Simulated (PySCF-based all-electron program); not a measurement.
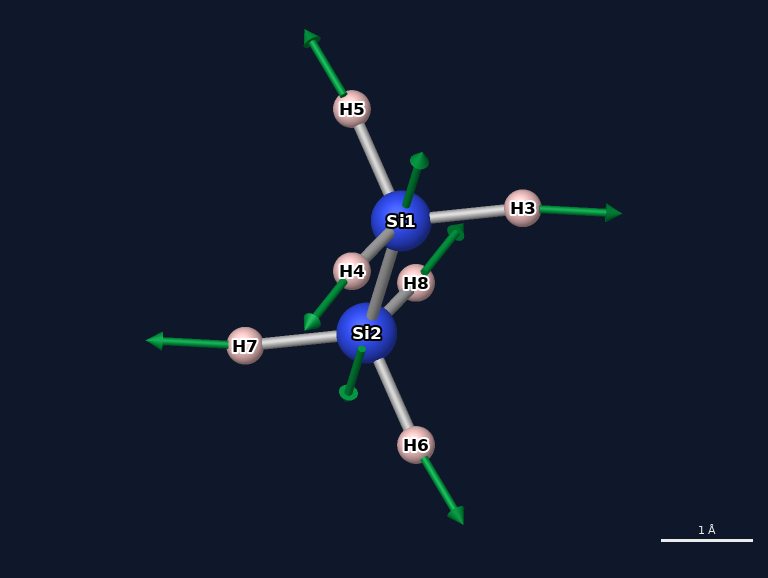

Arrows show the forces on the atoms, 0.3 Å of arrow for 1 eV/Å; forces under a tenth of the largest aren't drawn. Charge +1, doublet. Level of theory: PBE, all-electron, scalar-relativistic (spin-free Dirac), large uncontracted Gaussian sets (PySCF-based all-electron program).

> Along which bond is the force strongest?

Si1–Si2, now 2.148 Å: the forces push its atoms apart, so a first step downhill lengthens it.

List the force components in the frame of the picture (x right, y up, z towards the viewer), in eV/Å.

```tsv
atom	Fx	Fy	Fz
Si1	0.60	1.96	2.70
Si2	−0.60	−1.96	−2.70
H3	3.06	−0.17	−0.23
H4	−1.46	−1.83	1.99
H5	−1.46	2.46	−1.13
H6	1.46	−2.46	1.13
H7	−3.06	0.17	0.23
H8	1.46	1.83	−1.99
```
